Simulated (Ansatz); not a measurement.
The figure comes from a scan of MgTl (CsCl type): a phonon pattern at M = (0.5, 0.5, 0.0) is frozen into a 4-atom cell, Q being the largest atomic displacement. The numbers are results of LDA (plane waves to 420 eV, PAW, scalar-relativistic; Ansatz, an electronic-structure program), not measurements. k mesh 13×13×13 (Γ-centred), Fermi-Dirac smearing 0.05 eV. With partly filled bands, energies and forces of such displacements shift with the k mesh and the smearing. MgTl was relaxed with its symmetry unable to fall. Spin-orbit coupling is left out, though Tl is heavy. 

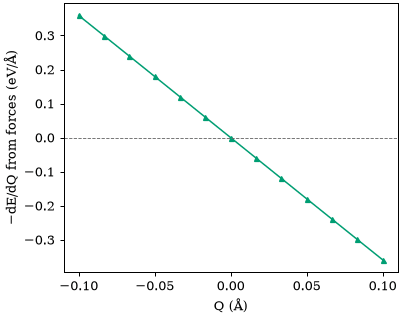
Fig. 1. −dE/dQ from forces (eV/Å) against Q (Å); computed points joined by lines.

Problem. Read the plotted values off the figure, to the accuracy that the plot allows.

Solution. To the nearest 0.01:

```tsv
Q (Å)	−dE/dQ from forces (eV/Å)
-0.100	0.36
-0.083	0.30
-0.067	0.24
-0.050	0.18
-0.033	0.12
-0.017	0.06
0.000	0.00
0.017	-0.06
0.033	-0.12
0.050	-0.18
0.067	-0.24
0.083	-0.30
0.100	-0.36
```

(A displaced cell: forces are minus the slopes of the energy, force constants its curvatures, and phonons follow from these.)
